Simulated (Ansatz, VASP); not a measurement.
**GaN: VASP beside Ansatz**

Aim: how closely do two programs agree when they are given the same cell, functional and k mesh? The cell comes out of the VASP series on this material, whose earlier steps may have relaxed, scaled or displaced it; both programs get it as it stands.

Method: plane waves, with VASP 6.6.1 beside it; relaxation of cell and atoms at LDA and band structure at HSE06, in Ansatz 0.2.0.

The database entry behind the starting cell differs from later determinations by our own check (thin film, about 0.3 % long), so it need not match the best structure at ambient conditions.

## 1. Starting point

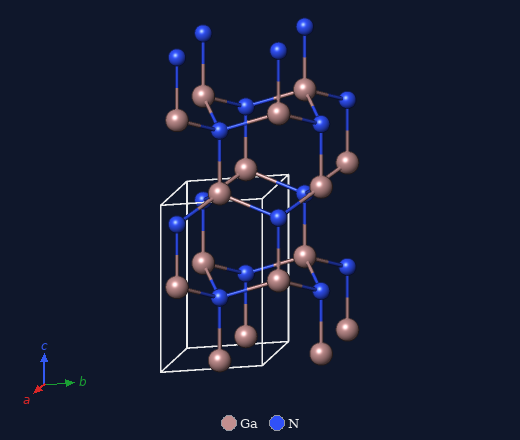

Start, viewed slightly off an axis; gallium pink, nitrogen blue. 2×2×2 cells are drawn.

## 2. VASP: relaxation of cell and atoms, LDA

The relaxed volume is the usual yardstick between codes: its relative difference is about their pressure difference at one cell divided by the bulk modulus.

Lines of VASP's logs that name or quote its potential files are left out, and so is its time.

Input file INCAR:

```
SYSTEM = GaN
PREC = Accurate
ENCUT = 520
EDIFF = 1E-06
NELM = 100
ISMEAR = 0
SIGMA = 0.03
LREAL = .FALSE.
ALGO = Normal
GGA = CA
NBANDS = 24
LORBIT = 11
LWAVE = .FALSE.
LCHARG = .FALSE.
KPAR = 8
IBRION = 2
NSW = 50
ISIF = 3
EDIFFG = -0.006
```

Input file POSCAR:

```
GaN
1.0
    3.1584834946      0.0000000000      0.0000000000
   -1.5792417473      2.7353269438      0.0000000000
    0.0000000000      0.0000000000      5.1483387765
Ga N
2 2
Direct
    0.3333333333      0.6666666667      0.0917933615
    0.6666666667      0.3333333333      0.5917933615
    0.3333333333      0.6666666667      0.4682066385
    0.6666666667      0.3333333333      0.9682066385
```

Input file KPOINTS:

```
Automatic mesh
0
Gamma
8 8 4
0 0 0
```

The projector-augmented-wave data sets are Ga_d and N (LDA family, release 64).

Run with:

```console
$ mpirun -np 8 vasp_std
```

Numbers of over 12 decimals in the logs are rounded to 6 here.

Log:

```text
[banner, memory and clock lines left out]
running    8 mpi-ranks, on    1 nodes
 distrk:  each k-point on    1 cores,    8 groups
 distr:  one band on    1 cores,    1 groups

 POSCAR found type information on POSCAR GaN
 POSCAR found :  2 types and       4 ions
|                                                                             |
|           W    W    AA    RRRRR   N    N  II  N    N   GGGG   !!!           |
|           W    W   A  A   R    R  NN   N  II  NN   N  G    G  !!!           |
|           W    W  A    A  R    R  N N  N  II  N N  N  G       !!!           |
|           W WW W  AAAAAA  RRRRR   N  N N  II  N  N N  G  GGG   !            |
|           WW  WW  A    A  R   R   N   NN  II  N   NN  G    G                |
|           W    W  A    A  R    R  N    N  II  N    N   GGGG   !!!           |
|                                                                             |
|     For optimal performance we recommend to set                             |
|       NCORE = 2 up to number-of-cores-per-socket                            |
|     NCORE specifies how many cores store one orbital (NPAR=cpu/NCORE).      |
|     This setting can greatly improve the performance of VASP for DFT.       |
|     The default, NCORE=1 might be grossly inefficient on modern             |
|     multi-core architectures or massively parallel machines. Do your        |
|     Unfortunately you need to use the default for GW and RPA                |
|     calculations (for HF NCORE is supported but not extensively tested      |
|     yet).                                                                   |
|                                                                             |

 LDA part: xc-table for (Slater(with rela. corr.)+CA(PZ))
 , standard interpolation
 POSCAR, INCAR and KPOINTS ok, starting setup
 FFT: planning ... GRIDC
 FFT: planning ... GRID_SOFT
 FFT: planning ... GRID
 WAVECAR not read
 entering main loop
       N       E                     dE             d eps       ncg     rms          rms(c)
DAV:   1     0.276022035710E+03    0.27602E+03   -0.18391E+04  1528   0.283E+03
DAV:   2     0.112956068611E+01   -0.27489E+03   -0.26363E+03  1616   0.523E+02
DAV:   3    -0.311165216529E+02   -0.32246E+02   -0.31976E+02  1712   0.143E+02
DAV:   4    -0.320387078883E+02   -0.92219E+00   -0.92074E+00  1800   0.270E+01
DAV:   5    -0.320560147643E+02   -0.17307E-01   -0.17295E-01  1696   0.335E+00    0.107E+01
DAV:   6    -0.279341374046E+02    0.41219E+01   -0.12777E+01  2480   0.549E+01    0.315E+00
DAV:   7    -0.279708914214E+02   -0.36754E-01   -0.13767E+00  1528   0.900E+00    0.259E+00
DAV:   8    -0.279328375277E+02    0.38054E-01   -0.27975E-01  2464   0.616E+00    0.113E+00
DAV:   9    -0.279097763949E+02    0.23061E-01   -0.84026E-02  2424   0.463E+00    0.328E-01
DAV:  10    -0.279105415488E+02   -0.76515E-03   -0.56957E-03  1544   0.586E-01    0.126E-01
DAV:  11    -0.279103167653E+02    0.22478E-03   -0.12663E-03  2256   0.656E-01    0.448E-02
DAV:  12    -0.279103321845E+02   -0.15419E-04   -0.14079E-04  1520   0.772E-02    0.588E-02
DAV:  13    -0.279103315895E+02    0.59501E-06   -0.19545E-06  1584   0.194E-02
   1 F= -.27910332E+02 E0= -.27910332E+02  d E =-.279103E+02
 curvature:   0.00 expect dE= 0.000E+00 dE for cont linesearch  0.000E+00
 trial: gam= 0.00000 g(F)=  0.468E-06 g(S)=  0.335E-05 ort = 0.000E+00 (trialstep = 0.100E+01)
 search vector abs. value=  0.381E-05
 reached required accuracy - stopping structural energy minimisation
```

From OUTCAR (step 2):

```text
ion  position               nearest neighbor table
   1  0.333  0.667  0.092-   4 1.93   4 1.93   4 1.93   3 1.94
   2  0.667  0.333  0.592-   3 1.93   3 1.93   3 1.93   4 1.94
   3  0.333  0.667  0.468-   2 1.93   2 1.93   2 1.93   1 1.94
   4  0.667  0.333  0.968-   1 1.93   1 1.93   1 1.93   2 1.94

  LATTYP: Found a hexagonal cell.
 ALAT       =     3.1584834946
 C/A-ratio  =     1.6300033815

 Subroutine GETGRP returns: Found 12 space group operations
 (whereof  6 operations were pure point group operations)

The static configuration has the point symmetry C_3v.
 The point group associated with its full space group is C_6v.

 Found     30 irreducible k-points:

   k-points           NKPTS =     30   k-points in BZ     NKDIM =     30   number of bands    NBANDS=     24

   dimension x,y,z NGX =    24 NGY =   24 NGZ =   40
   dimension x,y,z NGXF=    48 NGYF=   48 NGZF=   80

   ENCUT  =  520.0 eV  38.22 Ry    6.18 a.u.   5.87  5.87  9.57*2*pi/ulx,y,z

   NELECT =      36.0000    total number of electrons

 k-points in reciprocal lattice and weights: Automatic mesh
   0.00000000  0.00000000  0.00000000       0.004
   0.12500000 -0.00000000  0.00000000       0.023
   0.25000000 -0.00000000  0.00000000       0.023
   0.37500000  0.00000000  0.00000000       0.023
   0.50000000 -0.00000000  0.00000000       0.012
   0.12500000  0.12500000  0.00000000       0.023
   0.25000000  0.12500000  0.00000000       0.047
   0.37500000  0.12500000  0.00000000       0.047
   0.25000000  0.25000000  0.00000000       0.023
[...]
0.25000000  0.25000000  0.50000000       0.023
   0.37500000  0.25000000  0.50000000       0.023

 average (electrostatic) potential at core
       1 -64.4270       2 -64.4270       3 -61.6731       4 -61.6731

 E-fermi :   5.5695

 k-point     1 :       0.0000    0.0000    0.0000
  band No.  band energies     occupation
    ...
     14       4.2970      2.00000
     15       4.2970      2.00000
     16       5.3225      2.00000
     17       5.3745      2.00000
     18       5.3745      2.00000
     19       7.4767      0.00000
     20       9.7119      0.00000
     21      14.5566      0.00000
     22      15.2346      0.00000
     23      15.2346      0.00000
    ...

 k-point     2 :       0.1250   -0.0000    0.0000
  band No.  band energies     occupation
    ...
     14       3.2100      2.00000
     15       3.9729      2.00000
     16       4.2366      2.00000
     17       5.1591      2.00000
     18       5.2290      2.00000
     19       8.4780      0.00000
     20      10.5733      0.00000
     21      13.9611      0.00000
     22      14.4788      0.00000
     23      15.6240      0.00000
    ...

 k-point     3 :       0.2500   -0.0000    0.0000
  band No.  band energies     occupation
    ...
     14       1.2347      2.00000
     15       2.4855      2.00000
     16       3.3036      2.00000
     17       4.6206      2.00000
     18       4.8546      2.00000
     19       9.7610      0.00000
     20      11.3371      0.00000
     21      12.6922      0.00000
     22      13.8882      0.00000
     23      15.5448      0.00000
    ...

  Total       -0.0102971     -0.0102971      0.0080915      0.0000000      0.0000000      0.0000000
  in kB       -0.3709101     -0.3709101      0.2914627      0.0000000      0.0000000      0.0000000
  external PRESSURE =      -0.1501192 kB  Pullay stress =       0.0000000 kB

  energy-cutoff  :      520.00
  volume of cell :       44.48
      direct lattice vectors                 reciprocal lattice vectors
     3.158483495  0.000000000  0.000000000     0.316607638  0.182793505  0.000000000
    -1.579241747  2.735326944  0.000000000     0.000000000  0.365587010  0.000000000
     0.000000000  0.000000000  5.148338777     0.000000000  0.000000000  0.194237412

 POSITION                                       TOTAL-FORCE (eV/Angst)
 -----------------------------------------------------------------------------------
     -0.00000      1.82355      0.47258        -0.000000      0.000000     -0.001557
      1.57924      0.91178      3.04675         0.000000     -0.000000     -0.001557
     -0.00000      1.82355      2.41049         0.000000      0.000000      0.001557
      1.57924      0.91178      4.98466        -0.000000     -0.000000      0.001557
 -----------------------------------------------------------------------------------
    total drift:                               -0.000000     -0.000000     -0.000967

  FREE ENERGIE OF THE ION-ELECTRON SYSTEM (eV)
  ---------------------------------------------------
  free  energy   TOTEN  =       -27.9103315895 eV

  energy  without entropy=      -27.9103315895  energy(sigma->0) =      -27.91033159

 reached required accuracy - stopping structural energy minimisation

 total charge
# of ion       s       p       d       tot
------------------------------------------
    1        0.801   0.942  10.195  11.938
    2        0.801   0.942  10.195  11.938
    3        1.209   2.509   0.000   3.718
    4        1.209   2.509   0.000   3.718
--------------------------------------------------
tot          4.020   6.903  20.389  31.312

[... 3 further parts left out ...]
```

## 3. Ansatz: relaxation of cell and atoms, LDA

Ansatz runs on its default PAW (the set named soft_2) files.

The same cell, functional (in two slightly different forms), mesh and smearing now go to Ansatz, which takes its cutoff from its data sets.

Input file input.yaml:

```yaml
crystal:
  lattice:
    - [3.1584834946, 0.0, 0.0]
    - [-1.5792417473, 2.7353269438, 0.0]
    - [0.0, 0.0, 5.1483387765]
  atoms:
    - { symbol: Ga, position: [0.3333333333, 0.6666666667, 0.0917933615] }
    - { symbol: Ga, position: [0.6666666667, 0.3333333333, 0.5917933615] }
    - { symbol: "N", position: [0.3333333333, 0.6666666667, 0.4682066385] }
    - { symbol: "N", position: [0.6666666667, 0.3333333333, 0.9682066385] }
hamiltonian:
  xc: lda
  pseudopotentials: { kind: paw }
kpoints:
  mp_grid: { grid: [8, 8, 4] }
scf:
  occupations: { method: gaussian, width: 0.03 }
relax:
  f_tol: 0.01
  max_steps: 60
  cell: { stress_tol: 0.05 }
output:
  forces: true
  stress: true
```

Run with:

```console
$ ansatz run input.yaml --threads 4 --pin off --max-ram 9216MiB --backend cpu --events-out ev --progress --plain --runs-dir out
```

Log:

```text
Engine: ansatz 0.2.0, aarch64-unknown-linux-gnu
Pseudopotentials: kind: paw
Pseudopotential: Ga, paw, valence charge 13, recommended cutoff 420 eV (normal), Ga.paw.azcp
Pseudopotential: N, paw, valence charge 5, recommended cutoff 420 eV (normal), N.paw.azcp
Functional definition: SPW92
  exchange = slater_x
  correlation = pw_c
Crystal: 4 atoms, lattice volume = 44.479 Å³
Basis set: ecut = 420 eV, 869 PW (Γ)
Bands: 22, of which v1, the nominal top of the filled ones, is band 18 counted from 1 (17 counted from 0)
Symmetry: 12 space group operations
Space group: P63mc (ITA 186), of the structure as read, at distance tolerance 3.5e-5 Å
k-points: 30 of 256 (time reversal used)
Non-local potential: Ga, projectors of the file, l = 0: 2, l = 1: 2, l = 2: 3, l = 3: 1
Non-local potential: N, projectors of the file, l = 0: 2, l = 1: 2, l = 2: 1
PAW form: soft (Blöchl's): semilocal exchange-correlation on the pseudo side does not see the compensation charge
PAW frozen core: Ga, regenerated for the run's functional, and the local potential with it (the file was generated under x = pbe(κ = 0.804, μ = 0.219515), c = pbe(β = 0.066725))
PAW frozen core: N, regenerated for the run's functional, and the local potential with it (the file was generated under x = pbe(κ = 0.804, μ = 0.219515), c = pbe(β = 0.066725))
PAW one-centre angular grid: Ga, 590 points (default); XC on 64 Gauss nodes
PAW one-centre angular grid: N, 110 points (default); XC on 64 Gauss nodes
Initial density: superposition of atomic densities (neutral atoms: chi_scale 0, normalization atom), corrected by the library's trained network
Initial wavefunctions: pseudopotential atomic-orbital guess
Functional: x = slater, c = lda
SCF iter   1: F=—  HF=-8164.210552 eV  |F-HF|=—  |Δ(HF+E_count)|=         —  Δρ=1.35e-2  dr2=7.66e-2  ethr=1.77e-3  ⟨swp⟩=5.5  Hψ=2712  notcnv=0
preconditioner: auto → Resta (q_TF=auto, 2.634 Å⁻¹)  ε∞=5.0  [insulator: Δε(μ)=1.985 eV  Ē_g=16.670 eV  σ=0.030 eV  W_gap=1.00  n_scr=22 (ndim 8)  ℏωp=33.4 eV  f_vac=0.007  D(μ)=0.00/eV (n_scr^D=0)  ε∞_Penn≈5.0]
SCF iter   2: F=—  HF=-8164.188810 eV  |F-HF|=—  |Δ(HF+E_count)|=   2.17e-2  Δρ=3.61e-3  dr2=3.39e-3  ethr=2.13e-4  ⟨swp⟩=2.3  Hψ=1253  notcnv=0
SCF iter   3: F=—  HF=-8164.187875 eV  |F-HF|=—  |Δ(HF+E_count)|=   9.35e-4  Δρ=1.61e-3  dr2=5.46e-4  ethr=9.42e-6  ⟨swp⟩=1.3  Hψ=677  notcnv=0
SCF iter   4: F=—  HF=-8164.187691 eV  |F-HF|=—  |Δ(HF+E_count)|=   1.84e-4  Δρ=1.45e-4  dr2=4.89e-6  ethr=1.52e-6  ⟨swp⟩=2.3  Hψ=1159  notcnv=0
SCF iter   5: F=—  HF=-8164.187686 eV  |F-HF|=—  |Δ(HF+E_count)|=   4.95e-6  Δρ=6.58e-5  dr2=1.43e-6  ethr=1.36e-8  ⟨swp⟩=2.0  Hψ=1196  notcnv=0
SCF iter   6: F=-8164.187685 eV  HF=-8164.187685 eV  |F-HF|=3.14e-9  |Δ(HF+E_count)|=   9.94e-7  Δρ=1.30e-5  dr2=8.32e-8  ethr=2.78e-10  ⟨swp⟩=3.0  Hψ=2965  notcnv=0
SCF 1 converged in 6 iterations: F = -8164.187685 eV  dr2 = 8.32e-8
  greatest PAW one-centre occupation: 0.996 electrons in one spin orbital (limit 2), on the Ga atom at site 0 (counted from 0), in its partial waves of l = 2
relax step   1: F+E_penalty+E_count = -8164.18768520 eV  Δ(F+E_penalty+E_count) = +0.000e0 eV  max|allowed force component| = 2.874e-3 eV/Å  Δτ_max = 0.0000 Å  P = -1.244 GPa  Ω = 44.479 Å³  (6 SCF iters, dr2 threshold 1.00e-7 eV, accepted)
[...]
relax step   2: F+E_penalty+E_count = -8164.18924478 eV  Δ(F+E_penalty+E_count) = -1.560e-3 eV  max|allowed force component| = 1.601e-3 eV/Å  Δτ_max = 0.0000 Å  P = -0.494 GPa  Ω = 44.316 Å³  energy of the carried Pulay correction = +6.752e-4 eV  (4 SCF iters, dr2 threshold 4.00e-7 eV, accepted)
[...]
relax step   3: F+E_penalty+E_count = -8164.18985273 eV  Δ(F+E_penalty+E_count) = -6.079e-4 eV  max|allowed force component| = 3.369e-4 eV/Å  Δτ_max = 0.0000 Å  P = +0.004 GPa  Ω = 44.210 Å³  energy of the carried Pulay correction = +1.119e-3 eV  (4 SCF iters, dr2 threshold 4.00e-7 eV, accepted)
[...]
relax step   4: F+E_penalty+E_count = -8164.18887636 eV  Δ(F+E_penalty+E_count) = +9.764e-4 eV  max|allowed force component| = 4.053e-4 eV/Å  Δτ_max = 0.0000 Å  P = -0.029 GPa  Ω = 44.210 Å³  stress off target by 2.98e-2 GPa  SCF on the basis re-selected at this cell (its energy is not comparable with the rows above)  (6 SCF iters)
basis re-selected at this cell: Δ(F+E_penalty+E_count) = +9.764e-4 eV, ΔP = -0.034 GPa vs the last step (what re-selecting the basis moved, of the pressure what is left beyond the Pulay correction that the steps carried, after the strain that the cell walked since its last selection, with what the two solves' SCF thresholds leave and, on support functions, any second-order correction that the steps lacked; it is no m [...]
SCF converged after 6 iterations
Free energy (F): -8164.188876 eV
Harris-Foulkes:  -8164.188876 eV  (|F-HF|=9.09e-13)
Internal energy: -8164.188876 eV  (E = F + TS)
E sigma→0 (E₀):  -8164.188876 eV
Fermi energy:    10.902371 eV
--- Per-component energies (eV) ---
  E_band       = -8.976557
  E_kinetic    = 496.109523
  E_local      = -3859.220847  (includes V_loc(G=0)·N_el)
  E_nonlocal   = 955.469915
  E_hartree    = 1774.989131
  E_xc         = -256.470894
  E_vxc        = -269.435092  (∫ρ·V_xc dr)
  E_paw        = -4070.218697  (= ΣΔE_a)
  E_vpaw       = -881.878242  (= ΣTr[D̂ρ^β])
  E_aug_tail   = 0.000033  (compensation charges beyond the density's cutoff)
  E_ewald      = -3208.464086
  E_core_change = 3.617048  (= ΣΔE_core)
  E_smearing   = -0.000000  (= −TS)
  E_closure    = 0.000000  (closes the sum)
  Σ components = -8164.188876   (vs F -8164.188876, Δ=0.00e0)
--- Forces (eV/Å), atoms counted from 1 ---
  atom   1  Ga     0.00000000     0.00000000    -0.00040588
  atom   2  Ga     0.00000000    -0.00000000    -0.00040588
  atom   3  N      0.00000000     0.00000000     0.00040471
  atom   4  N     -0.00000000    -0.00000000     0.00040471
  max |Σ_I F_I| component: 2.34e-6 eV/Å
--- Stress (GPa, compression-positive) ---
       -0.029223       0.000000       0.000000
        0.000000      -0.029223       0.000000
        0.000000       0.000000      -0.029767
  P = ⅓ Tr σ = -0.0294 GPa (-0.294 kbar)
--- Relaxed structure (3 steps of the walk, 3 accepted, 1 SCFs on fresh bases) ---
  F+E_penalty+E_count = -8164.18887636 eV   max|allowed force component| = 4.053e-4 eV/Å   (the final SCF, on the basis selected at the relaxed cell)
  cell:  # Å, volume = 44.2097 Å³
    - [3.151910, 0.0, 0.0]
    - [-1.575955, 2.729634, 0]
    - [0.0, 0, 5.138537]
  atoms:
    - { symbol: Ga, position: [0.333333, 0.666667, 0.091798] }
    - { symbol: Ga, position: [0.666667, 0.333333, 0.591798] }
    - { symbol: N, position: [0.333333, 0.666667, 0.468202] }
    - { symbol: N, position: [0.666667, 0.333333, 0.968202] }
```

Wall time 2.9 s (4 threads of Arm Neoverse V1, shared host); peak memory 0.35 GiB; 10 s of CPU time.

## 4. Differences

Known differences besides the PAW data sets themselves: the two LDA forms differ slightly; both relaxations stop at a tolerance, which leaves soft axes loose, and VASP keeps its plane-wave basis; the cutoff is 420 eV in Ansatz and 520 eV in VASP; Ansatz makes its cores anew for this functional, VASP keeps those of its LDA data sets; Ansatz adds a Pulay correction to the stress that steers its cell, VASP none. Total energies have different zeros and are not compared.

The two programs side by side:

| quantity | Ansatz | VASP | difference |
| --- | --- | --- | --- |
| volume (Å³) | 44.21 | 44.48 | -0.61 % |
| edge a after relaxation, in the typed setting (Å) | 3.152 | 3.159 | -0.21 % |
| edge c after relaxation, in the typed setting (Å) | 5.138 | 5.148 | -0.19 % |

The walks stopped with -0.03 GPa left in Ansatz and -0.02 GPa in VASP; each walk ends within a tolerance, so the volume difference is uncertain by about these residues over the bulk modulus, most in soft cells.

## 5. Ansatz: band structure, HSE06

The same path points are solved in both programs, so levels can be compared one by one. The cell compared in this pair holds 46.10 Å³, against 44.48 Å³ for the pair before.

Input file input.yaml:

```yaml
crystal:
  lattice:
    - [3.1972, 0.0, 0.0]
    - [-1.5986, 2.768856421, 0.0]
    - [0.0, 0.0, 5.207]
  atoms:
    - { symbol: Ga, position: [0.3333333333, 0.6666666667, 0.0916875968] }
    - { symbol: Ga, position: [0.6666666667, 0.3333333333, 0.5916875968] }
    - { symbol: "N", position: [0.3333333333, 0.6666666667, 0.4683124032] }
    - { symbol: "N", position: [0.6666666667, 0.3333333333, 0.9683124032] }
hamiltonian:
  xc: { exchange: pbe, correlation: pbe, exx: { coeff: 0.25, omega: 0.2 } }
  pseudopotentials: { kind: paw }
kpoints:
  mp_grid: { grid: [5, 5, 3] }
  band_path:
    path:
      - [0.0, 0.0, 0.0]
      - [0.44444, 0.0, 0.0]
      - [0.38889, 0.22222, 0.0]
      - [0.18519, 0.18519, 0.0]
      - [0.0, 0.0, 0.11111]
      - [0.0, 0.0, 0.5]
      - [0.44444, 0.0, 0.5]
      - [0.38889, 0.22222, 0.5]
      - [0.18519, 0.18519, 0.5]
      - [0.5, 0.0, 0.38889]
      - [0.33333, 0.33333, 0.0]
      - [0.33333, 0.33333, 0.5]
    npoints: 1
scf:
  occupations: { method: gaussian, width: 0.03 }
  n_extra_bands: 8
output:
  forces: true
  stress: true
  eigenvalues: true
  write_density: true
  write_potential: true
  elf: true
  volumetric_format: npy
```

Log:

```text
[...]
--- Band table (eV; the first three rows and the last of 10) ---
  k-point 0: bands = [... 14 lower, 7.6197, 8.6958, 8.7267, 8.7267, 11.8496, 14.3686, 19.6441, 20.1631, ... 4 higher]
  k-point 1: bands = [... 14 lower, 7.8853, 7.8853, 8.4385, 8.4385, 13.5937, 14.5187, 18.9539, 19.3134, ... 4 higher]
  k-point 2: bands = [... 14 lower, 6.4386, 6.8957, 8.2528, 8.3659, 13.8027, 15.9884, 18.0546, 18.9816, ... 4 higher]
  k-point 9: bands = [... 14 lower, 4.4629, 5.6345, 6.3830, 7.1058, 15.3859, 16.6331, 17.8364, 18.0857, ... 4 higher]
[key lines of the parts left out:]
Free energy (F): -8336.809968 eV
Fermi energy:    10.288215 eV
P = ⅓ Tr σ = -2.6546 GPa (-26.546 kbar)
```

Wall time 30 s (4 threads); peak memory 0.77 GiB; 1.8 min of CPU time.

(Continued in part 2 of 2.)

[Lines on the potential files, build, host, timing and source positions are cut from VASP's logs without a mark.]

[Logs are printed without paths, hosts, clocks, repeated set-up lines and the standing remarks that a program may print on its own settings, such as how far it seeks lower states.]

[Hosts, paths, dates, database ids (printed as entryN), source tags and the programs' standing remarks are cut or masked in the printed files.]
